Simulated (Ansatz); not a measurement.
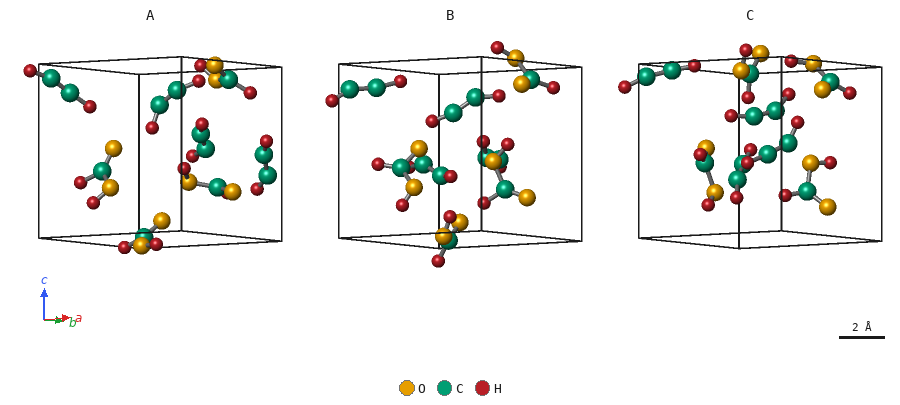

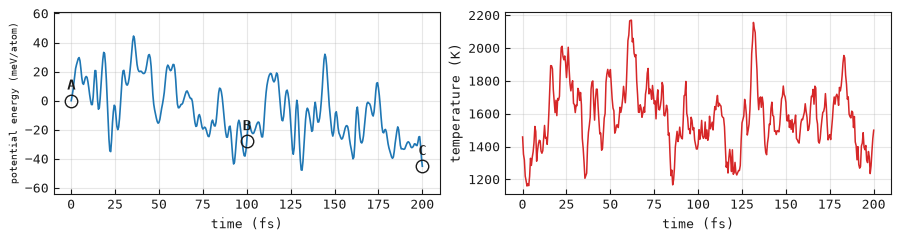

Molecular dynamics of a periodic cell with 4 HCOOH + 4 C2H2 at 1.0 g/cm³, 200 fs long. It starts from the last geometry of an earlier run, with fresh velocities. Frames (A at 0 fs, B at 100 fs, C at 200 fs) and the history of the run. Style: ball-and-stick. Shown: the simulation cell, from a free direction. Atoms that leave the cell re-enter on the other side.

Theory: Ansatz, DFT PBEsol, scalar-relativistic, plane waves, PAW. Set-up: plane-wave cutoff 420 eV; k-point mesh 1 × 1 × 1; Fermi-Dirac smearing 0.05 eV; low-accuracy preset; Langevin thermostat (NVT); set temperature 1500 K; time step 0.5 fs; friction 0.05 per fs.

**What do the frames and curves show?**

Over the second half the temperature averages 1552 K (spread ±173 K). The potential energy in the second half lies on average 14.9 meV per atom below the first frame. Root-mean-square distances from the starting positions over the second half, with the common drift of all atoms taken out: H 1.66 Å, C 0.90 Å, O 0.78 Å. The heavy atoms stay within a fraction of a molecule's size of their starting places, while the hydrogen atoms travel further, as molecules turn; so short a run doesn't tell a liquid from a solid.

Limits of the set-up: the program's low-accuracy preset was used; the periodic images lie only 7.8 Å apart, so the values are limited by the cell's size.
